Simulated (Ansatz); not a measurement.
# Calculations on CH₆ClSn

**1. Relaxation**

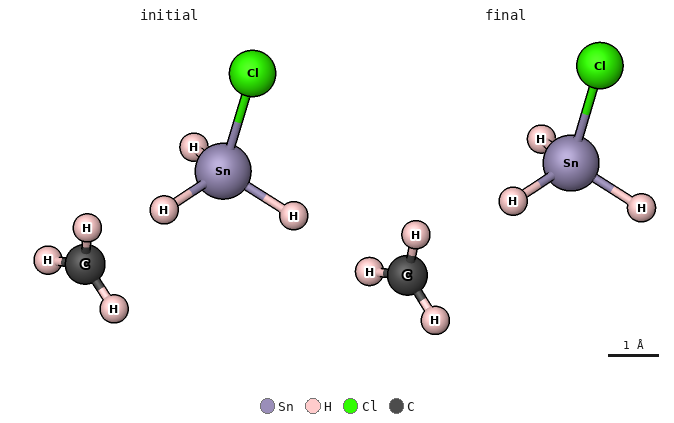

The structure of CH6ClSn (multiplicity 2) before (left) and after (right) a relaxation, at one scale.

Style: ball-and-stick. Shown from a free direction.

The run prepares an end point of a later path (reaction) calculation, from a guessed geometry.

The calculation used UKS BHLYP/def2-SVP (Ansatz). (collinear spin; force threshold 0.03 eV/Å; at most 50 steps)

Question: Describe what moved and what it gained.

Answer: The energy falls by 4.67 kJ/mol in 7 accepted moves (9 points after the start). Largest force component: 0.44 eV/Å at the start, 0.024 eV/Å at the end. The line search rejected the trial steps at points 3, 7 of the run. The forces were under the threshold at step 5, but the run went on from there. An H atom moves most after the best rigid fit: 0.46 Å. Largest moves by element: H 0.46 Å, C 0.43 Å, Sn 0.32 Å, Cl 0.30 Å. Near-neighbour distances that change, for instance: H–Sn 1.730 → 1.699 Å.

Limits of the set-up: the start holds two separate molecules, 2.3 Å apart at their closest, whose relative position is a soft coordinate and is computed without a dispersion correction.

**2. Relaxation**

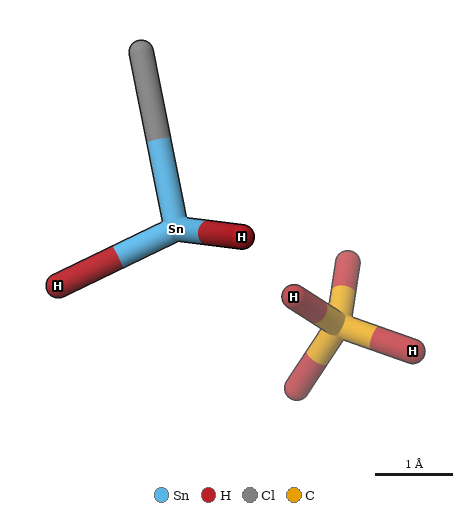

Starting structure of CH₆ClSn (multiplicity 2). Style: stick. Shown from a free direction.

The run prepares an end point of a later path (reaction) calculation, from a guessed geometry.

These are results of Ansatz, UKS BHLYP/def2-SVP, not measurements.

Input
```yaml
crystal:
  periodic: [false, false, false]
  atoms:
    - { symbol: Sn, position_ang: [0.026599, -0.044843, -0.367044] }
    - { symbol: H, position_ang: [-0.008377, 0.013152, 2.576092] }
    - { symbol: H, position_ang: [1.604597, 0.050413, -1.05136] }
    - { symbol: Cl, position_ang: [-1.094132, 1.896212, -1.138063] }
    - { symbol: H, position_ang: [-0.844992, -1.363853, -1.051167] }
    - { symbol: C, position_ang: [-0.000694, 0.000993, 3.677852] }
    - { symbol: H, position_ang: [-0.556578, -0.870137, 4.027007] }
    - { symbol: H, position_ang: [1.031986, -0.050378, 4.025249] }
    - { symbol: H, position_ang: [-0.472109, 0.915139, 4.041634] }
magnetization:
  spin_polarized: true
  initial_magnetization: 1
basis:
  gaussian: { orbitals: def2-SVP }
hamiltonian:
  xc: { name: BHLYP }
relax:
  f_tol: 0.03
  max_steps: 50
```

Command:
```bash
ansatz run input.yaml --threads 4 --pin off --max-ram 5120MiB --backend cpu --events-out ev --progress --plain --runs-dir out
```

Question: What does the optimiser find from here?

Answer: The largest moves after the best rigid fit, 0.44 Å, are those of Sn1 and Cl4. By element the largest moves are Sn 0.44 Å, Cl 0.44 Å, H 0.42 Å, C 0.33 Å. Some distances before and after: H2–C6 1.102 → 1.091 Å. After 5 geometry steps the energy has fallen by 3.78 kJ/mol. The largest force component goes from 0.37 to 0.027 eV/Å. Cost: 10 s on 4 threads of Arm Neoverse V2, with other jobs on the host, peak memory 0.25 GiB.

Final geometry:

```xyz
9

Sn    0.0145   -0.0237   -0.8045
H     0.0168   -0.0308    2.9202
H     1.6012    0.0701   -1.4687
Cl   -1.1062    1.9174   -1.5754
H    -0.8603   -1.3509   -1.4685
C     0.0076   -0.0135    4.0114
H    -0.5517   -0.8729    4.3850
H     1.0319   -0.0556    4.3856
H    -0.4675    0.9066    4.3552
```

The end point in the same view:

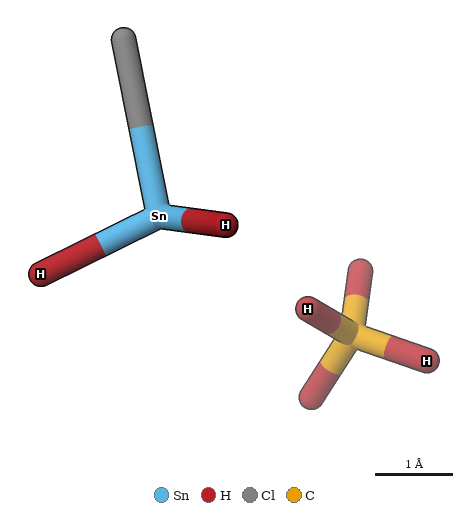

Limits of the set-up: the start holds two separate molecules, 2.9 Å apart at their closest, whose relative position is a soft coordinate and is computed without a dispersion correction.

**3. Path**

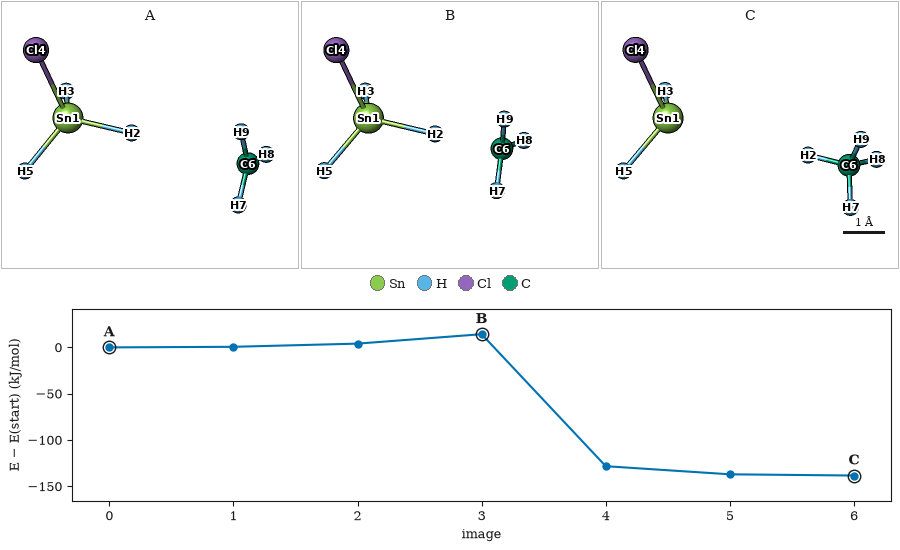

A search for the minimum-energy path of CH6ClSn (multiplicity 2), made up at the start of SnH$_{3}$Cl and CH3 by the nudged elastic band. Images are numbered from 0 (start) to 6 (end). Frames A to C are images 0, 3, 6. Style: ball-and-stick. Shown from a free direction.

Level of theory: UKS BHLYP/def2-SVP (Ansatz 0.2.0). Set-up: 5 movable images; climbing image; force threshold 0.05 eV/Å; iteration limit 60; starting path through a guess of the saddle point.

### Describe the mechanism and the energy profile.

The highest point, image 3, lies 14.2 kJ/mol above the start and 152.5 kJ/mol above the end; the end is at −138.3 kJ/mol relative to the start. A hydrogen atom shifts from one atom to another. Breaking: Sn1–H2 (1.70 → 1.78 at the top → 3.72 Å). Forming: H2–C6 (3.10 → 1.79 at the top → 1.09 Å). The band converged in 20 iterations. The largest component of the band force went from 3.7 to 0.036 eV/Å. The climbing image converged on the top of the path. Its vibrational analysis gives 2 imaginary modes over 30i cm⁻¹, so it isn't confirmed as a transition state.

Limits of the set-up: the start holds two separate molecules, 3.1 Å apart at their closest, whose relative position is a soft coordinate and is computed without a dispersion correction.

Cost: 2.8 min on 4 threads of Arm Neoverse V2, on a shared host, peak memory 0.27 GiB.
